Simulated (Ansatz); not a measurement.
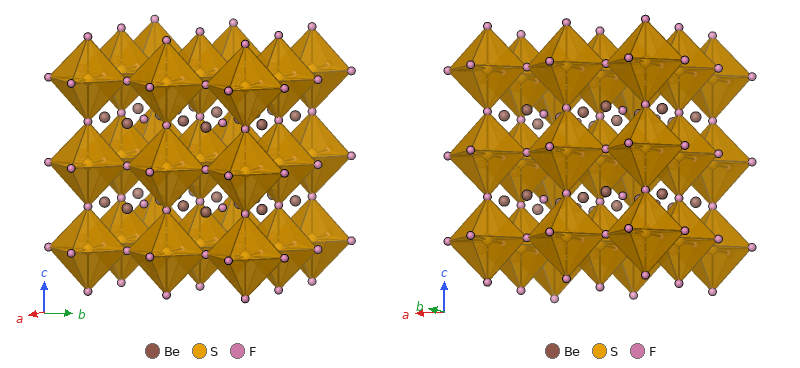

Polyhedra are drawn about S (bonds: F–S below 2.6 Å); other atoms are plain spheres. Two views of the same piece.

Be3SF4 (space group Pm-3m, No. 221). Coordinates: the input geometry of an electronic-structure calculation (not necessarily at equilibrium); the starting structure was generated, so it need not be a known form of this composition.

Sharing among the drawn polyhedra:

```csv
site,polyhedron,corner-sharing neighbours,edge-sharing,face-sharing,bond (Å)
S,SF6 octahedron,6,0,0,2.29
```

They form a three-dimensional framework of corner-sharing octahedra.
